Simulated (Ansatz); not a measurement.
**C2H9GaO: density, localisation and related maps**

Input

```
crystal:
  periodic: [false, false, false]
  atoms:
    - {symbol: C, position_ang: [-0.127679, 1.208100, -0.820334]}
    - {symbol: O, position_ang: [-0.372667, 0.214585, 0.162865]}
    - {symbol: C, position_ang: [0.361677, 0.433063, 1.357339]}
    - {symbol: Ga, position_ang: [-0.323243, -1.797721, -0.565297]}
    - {symbol: H, position_ang: [-0.748912, 0.967934, -1.681010]}
    - {symbol: H, position_ang: [-0.401107, 2.190618, -0.425734]}
    - {symbol: H, position_ang: [0.927022, 1.206293, -1.114378]}
    - {symbol: H, position_ang: [0.094716, 1.405696, 1.779869]}
    - {symbol: H, position_ang: [1.437920, 0.397004, 1.159166]}
    - {symbol: H, position_ang: [0.089564, -0.360141, 2.050968]}
    - {symbol: H, position_ang: [-1.355284, -1.595673, -1.739840]}
    - {symbol: H, position_ang: [-0.780719, -2.491390, 0.774501]}
    - {symbol: H, position_ang: [1.219014, -1.813169, -0.923314]}
basis:
  gaussian: {orbitals: def2-TZVPP}
hamiltonian: {xc: pbe0, dispersion: d4}
output: {orbitals: {seedname: orbitals}}
```

Command:

```sh
ansatz run in.yaml --threads 4 --pin off --events-out ev --progress --plain --max-ram 10444MiB
```

Geometry: PBE0-D4/def2-TZVP.

These are results of Ansatz 0.2.0, RKS PBE0-D4/def2-TZVPP, not measurements.

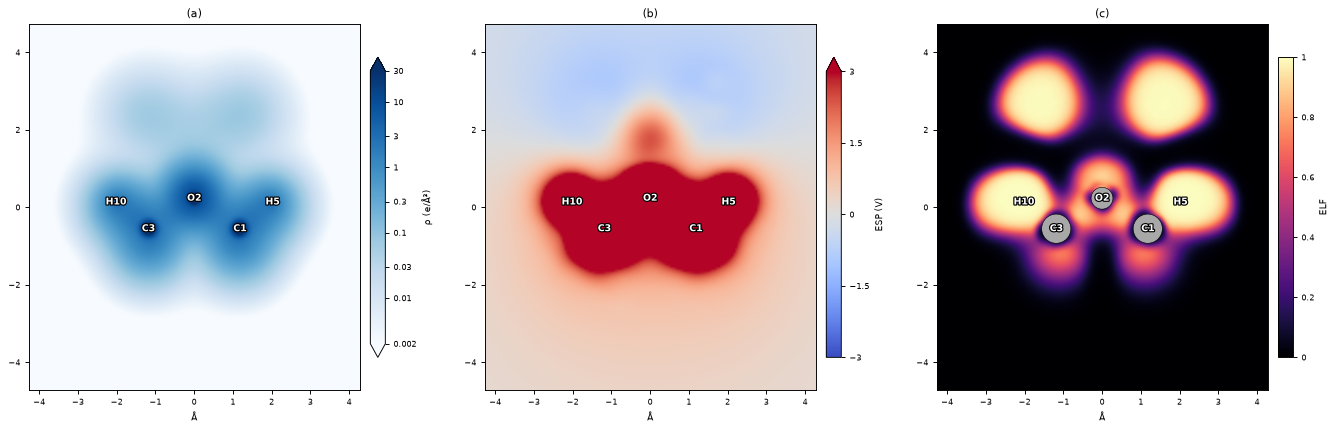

Figure 1. (a) electron density; (b) electrostatic potential; (c) electron localisation function on the plane of atoms O2, C3 and H10. Grey discs cover the atomic cores in the ELF map.

Q: Describe what can be read from this map.

A: The plane passes through C, O and H nuclei. C–O (1.42 Å): ρ is about 2 e/Å³ halfway, with its minimum of 1.7 e/Å³ about 0.5 Å from C; the ELF peaks at about 0.90 between the atoms, as expected for a polar covalent bond. C–H (1.09 Å): ρ is about 2.1 e/Å³ halfway; the ELF climbs to about 1 towards the hydrogen, as it does in any bond to H: an ordinary covalent bond to hydrogen. Outside the dense part of the molecule the potential is most negative (−0.9 V) near H11, which lies off the plane.

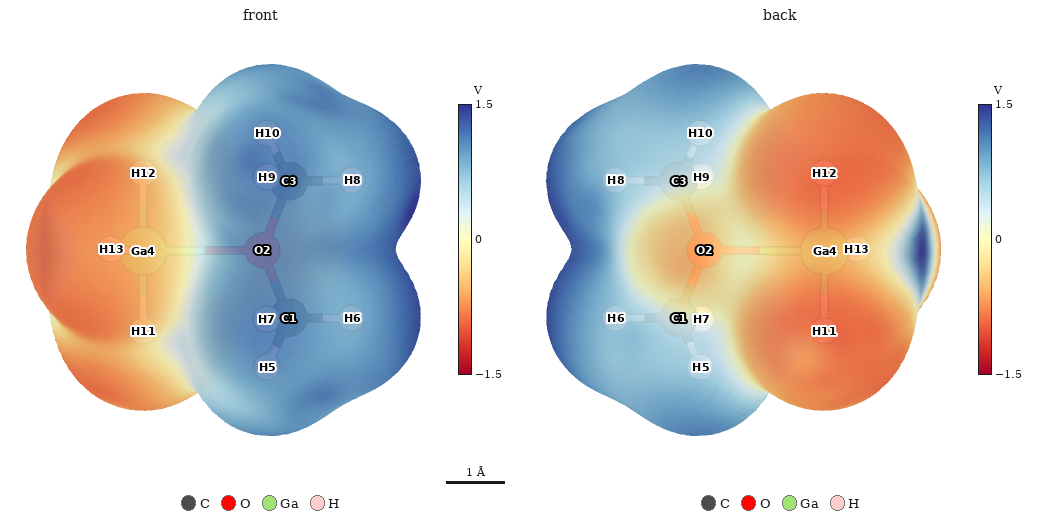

Figure 2. The electrostatic potential painted on the density surface at 0.002 e/bohr³, seen from the front and from behind; red is negative and blue positive.

Q: Where is the surface potential most negative and most positive?

A: The most negative region (about −0.9 V) lies over H11, H12 and H13, the most positive (about +1.4 V) over Ga4, H6 and H8.

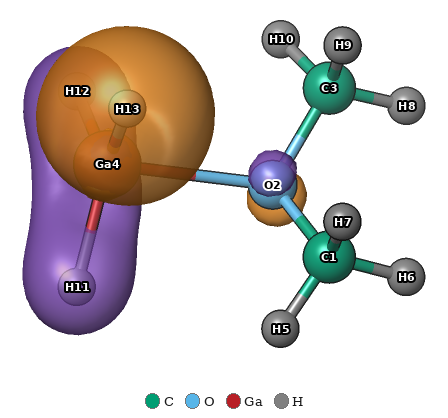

Figure 3. The HOMO at ±0.15 Å⁻³ᐟ² (orange and purple are the two phases), seen at a tilt.

Q: Describe this orbital and give its energy.

A: Its weight (Hirshfeld) is mainly on H13 (about 40 %), Ga4 (about 35 %), H12 (about 10 %) and H11 (about 10 %). Its energy is −7.61 eV.
